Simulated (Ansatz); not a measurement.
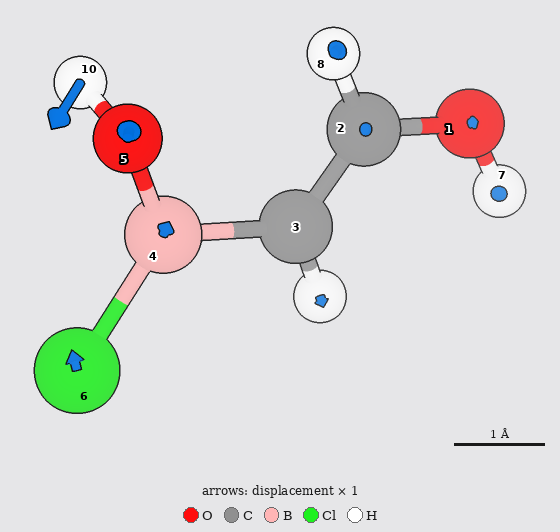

This is a relaxation of C2H4BClO2 (coarse preliminary run). The starting structure is drawn; blue arrows show the displacements, at their true length. The two geometries are superimposed by the best rigid fit.

A ball-and-stick model, seen at a tilt.

The start comes from a force field.

These are results of Ansatz 0.2.0, RKS PBE-D4/def2-SVP, not measurements. Settings: force threshold 0.03 eV/Å; at most 200 steps.

**Which element moves most?**

Hydrogen: up to 0.89 Å, against 0.40 Å for oxygen.

**What did the optimiser do to the structure, and how much energy did it gain?**

After 9 geometry steps the energy has fallen by 28.7 kcal/mol. Largest force component: 3.5 eV/Å at the start, 0.014 eV/Å at the end. The largest move after the best rigid fit is that of an H atom, 0.89 Å. Largest moves by element: H 0.89 Å, O 0.40 Å, Cl 0.25 Å, B 0.21 Å, C 0.14 Å. Near-neighbour distances that change, for instance: B–C 1.645 → 1.536 Å, C–H 1.037 → 1.105 Å, B–O 1.433 → 1.366 Å, C–O 1.393 → 1.346 Å. Bond angles that change, for instance: C–O–H 122.6° → 108.5°, O–C–H 121.6° → 110.9°, O–C–C 119.3° → 127.4°. Groups turn about B–O by about 90°.
